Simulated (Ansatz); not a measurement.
C$_{4}$H$_{7}$AlO$_{3}$ (SMILES [CH3][Al-]1([OH])[O]C=CC=[O+]1)

```yaml
atoms:
  - { symbol: C, position_ang: [-1.7575, 1.7114, -0.0917] }
  - { symbol: Al, position_ang: [-0.7469, 0.1756, 0.5429] }
  - { symbol: O, position_ang: [-1.1898, -0.7233, 1.9268] }
  - { symbol: O, position_ang: [1.0417, 0.5739, 0.7410] }
  - { symbol: C, position_ang: [2.0048, -0.0609, 0.2221] }
  - { symbol: C, position_ang: [1.8914, -1.0980, -0.6958] }
  - { symbol: C, position_ang: [0.6515, -1.5220, -1.1579] }
  - { symbol: O, position_ang: [-0.4686, -1.0567, -0.7989] }
  - { symbol: H, position_ang: [-1.3081, 2.1563, -0.9849] }
  - { symbol: H, position_ang: [-2.7861, 1.4407, -0.3502] }
  - { symbol: H, position_ang: [-1.8153, 2.4998, 0.6655] }
  - { symbol: H, position_ang: [-1.9499, -0.5185, 2.4651] }
  - { symbol: H, position_ang: [3.0062, 0.2589, 0.5283] }
  - { symbol: H, position_ang: [2.7868, -1.5681, -1.0761] }
  - { symbol: H, position_ang: [0.6178, -2.3200, -1.9068] }
```

Geometry: PBE0-D4/def2-TZVP.

All numbers below come from Ansatz, RKS PBE0-D4/def2-TZVPP.

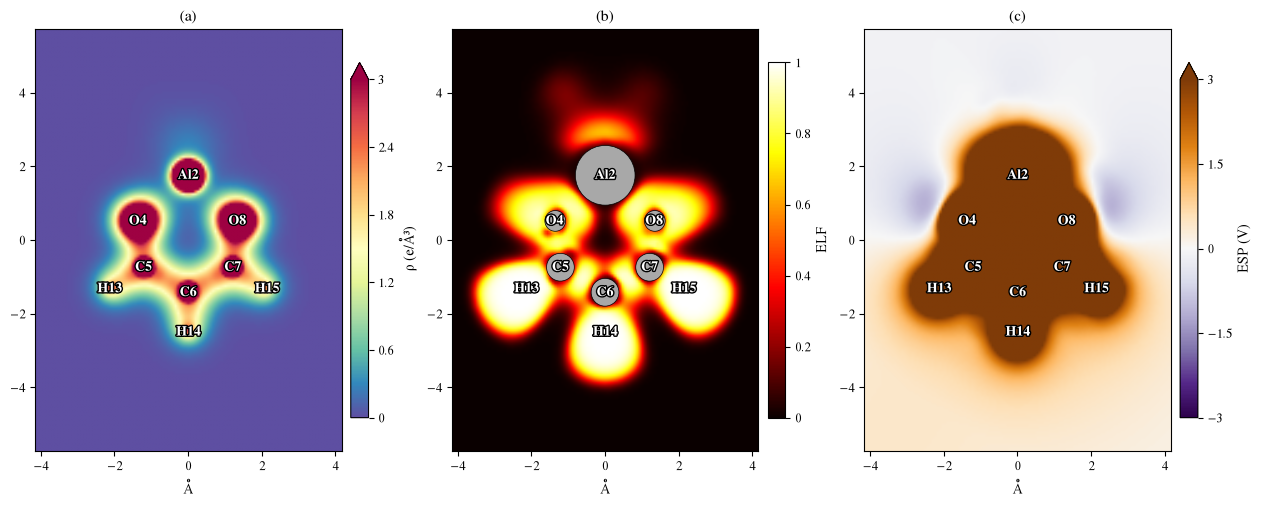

Figure 1. (a) electron density; (b) electron localisation function; (c) molecular electrostatic potential on the plane of atoms O4, C5 and H13. Grey discs cover the atomic cores in the ELF map.

Q: Interpret the plot.

A: The section cuts through Al, O, C and H sites. C–O (1.26 Å): ρ at the midpoint is about 2.9 e/Å³; the ELF peaks at about 0.85 between the atoms: a short, strongly polar bond. C–C (1.39 Å): the density is about 2.2 e/Å³ at the midpoint; the ELF peaks at about 0.95 between the atoms (a covalent bond). Al–O (1.84 Å): ρ is about 0.64 e/Å³ halfway; the ELF peaks at about 0.90 in the valence shell of O, 0.6 Å from its nucleus, and is about 0.55 at the midpoint. C–H (1.08 Å): the density is about 2 e/Å³ at the midpoint; the ELF climbs to about 1 towards the hydrogen, as it does in any bond to H: a covalent bond by its length. The ELF also peaks beside O4 and O8, away from the bonds: lone-pair regions. Outside the dense part of the molecule the potential is most negative (−1.1 V) near O4 and O8.

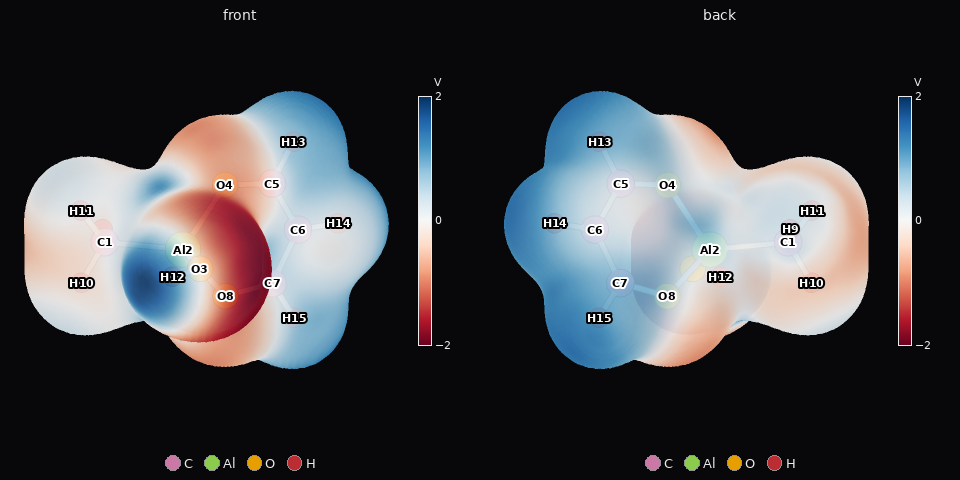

Figure 2. The molecular electrostatic potential painted on the density surface at 0.002 e/bohr³, seen from the front and from behind; red is negative and blue positive.

Q: Where is the surface potential most negative and most positive?

A: The most negative region (about −1.9 V) lies over O3, the most positive (about +1.7 V) over H12. O3 is the likeliest acceptor of a hydrogen bond.

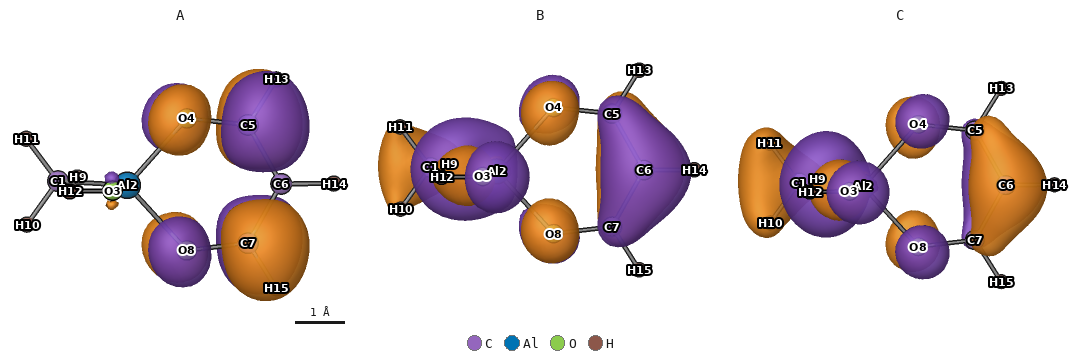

Figure 3. Three frontier orbitals at ±0.1 Å⁻³ᐟ² (orange and purple are the two phases), in no order.

Q: Order the three orbitals by energy and name them.

A: B is the HOMO−1 (−7.96 eV). It lies mainly on C6 (about 20 %), C1 (about 15 %), O3 (about 10 %), Al2 (about 10 %), O4 (about 10 %) and O8 (about 10 %). C is the HOMO (−7.51 eV). It lies mainly on C1 (about 25 %), C6 (about 15 %), O3 (about 10 %), Al2 (about 10 %), O4 (about 10 %) and O8 (about 10 %). A is the LUMO (−2.29 eV). It lies mainly on C7 (about 25 %), C5 (about 25 %), O4 (about 15 %), O8 (about 15 %) and C6 (about 10 %).

Q: What is the HOMO–LUMO gap?

A: 5.22 eV between the orbital energies.
